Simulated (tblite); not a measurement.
# C7H12Si: the cost of one run

The runs use tblite 0.8.0 and PySCF 2.14.0, with density-fitted response routines of our own; the level of theory stands in each step. All values are computed, except where a source is named. Atoms count from 0, in the outputs and in this text.

**1. The molecule as given**

20 atoms, charge 0, multiplicity 1; geometry from: force field or distance geometry start.

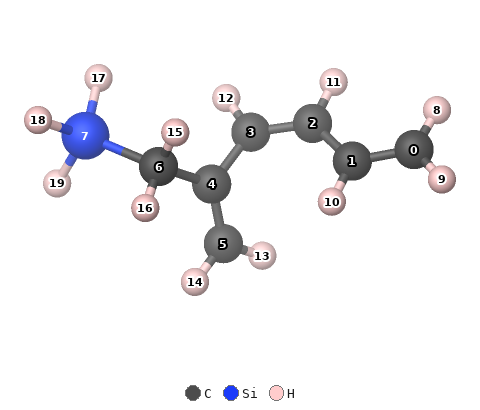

As it starts; carbon dark grey, silicon blue, hydrogen pink, atoms numbered.

**2. Geometry optimisation with GFN2-xTB**

The job: settings as JSON, then the geometry in Å.

```
{"job": {"kind": "relax", "xc": "GFN2-xTB", "basis": "xTB"}, "charge": 0, "multiplicity": 1}
C      3.730900     0.745700     0.353400
C      2.445300     0.339300     0.384400
C      1.464100     0.755500    -0.560700
C      0.167400     0.382200    -0.615600
C     -0.504500    -0.572900     0.278600
C     -0.134400    -1.861400     0.316800
C     -1.613300    -0.021100     1.139900
Si    -3.279000     0.205400     0.334500
H      4.092300     1.424900    -0.407800
H      4.430200     0.405500     1.103300
H      2.141900    -0.345400     1.185400
H      1.782000     1.477100    -1.308900
H     -0.470800     0.827500    -1.360000
H      0.676700    -2.244900    -0.308300
H     -0.619400    -2.561700     0.982900
H     -1.297700     0.937500     1.580600
H     -1.756200    -0.683200     2.010700
H     -3.190400     1.130200    -0.822700
H     -4.253800     0.768900     1.312500
H     -3.816300    -1.098400    -0.144200
```

Run with:

```sh
OMP_NUM_THREADS=1 python probes_run.py task.json out
```

This one command runs all jobs of the session in turn.

Q: Estimate the wall time of this first job on 1 thread of Arm Neoverse N1, shared host.

About 1.4 s.
